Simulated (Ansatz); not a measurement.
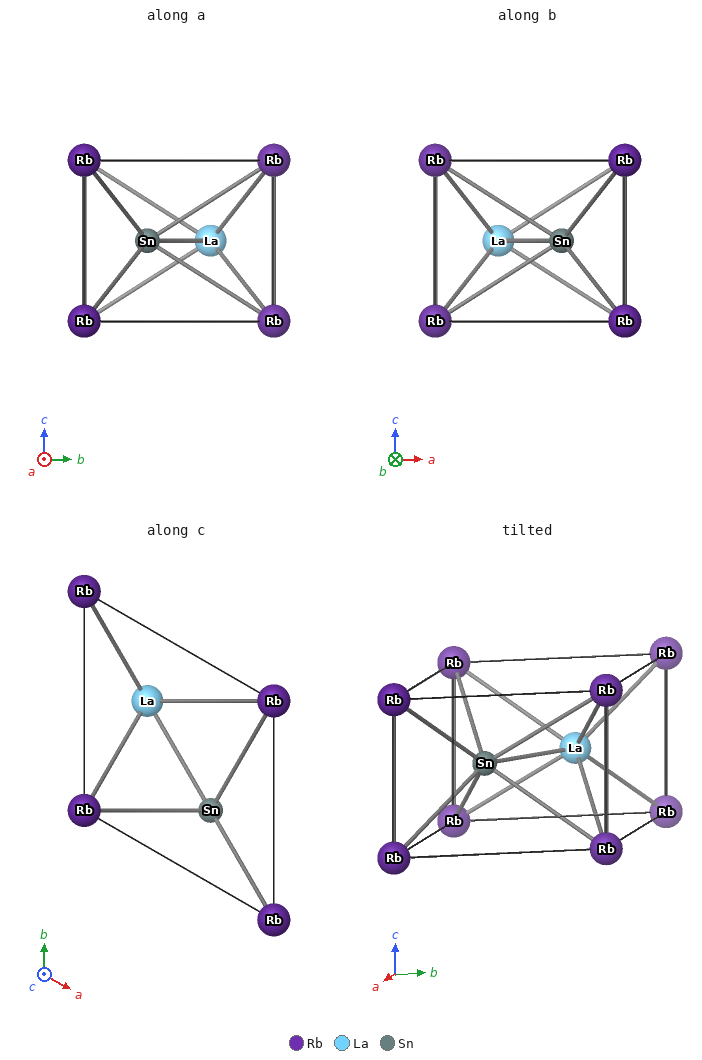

We look at a ball-and-stick model of the crystal along the a axis, along the b axis, along the c axis and slightly off an axis. Lines trace the edges of the conventional unit cell.

Lattice parameters: a = 5.7513 Å, b = 5.7513 Å, c = 4.2260 Å, α = 90.000°, β = 90.000°, γ = 120.000°.

Reconstruct the structure as a CIF with its space group and independent sites.

```cif
data_structure
_symmetry_space_group_name_H-M 'P -6 m 2'
_symmetry_Int_Tables_number 187
_cell_length_a 5.7513
_cell_length_b 5.7513
_cell_length_c 4.2260
_cell_angle_alpha 90.000
_cell_angle_beta 90.000
_cell_angle_gamma 120.000
_cell_volume 121.05
loop_
_atom_site_label
_atom_site_type_symbol
_atom_site_symmetry_multiplicity
_atom_site_Wyckoff_symbol
_atom_site_fract_x
_atom_site_fract_y
_atom_site_fract_z
_atom_site_occupancy
Rb1 Rb 1 a 0.0000 0.0000 0.0000 1
La1 La 1 d 0.3333 0.6667 0.5000 1
Sn1 Sn 1 f 0.6667 0.3333 0.5000 1
```

Its origin is a structure type filled with these elements by a generator (whether the compound takes this form wasn't checked). This is the structure after a relaxation with Ansatz, DFT PBE, scalar-relativistic, plane waves, PAW.
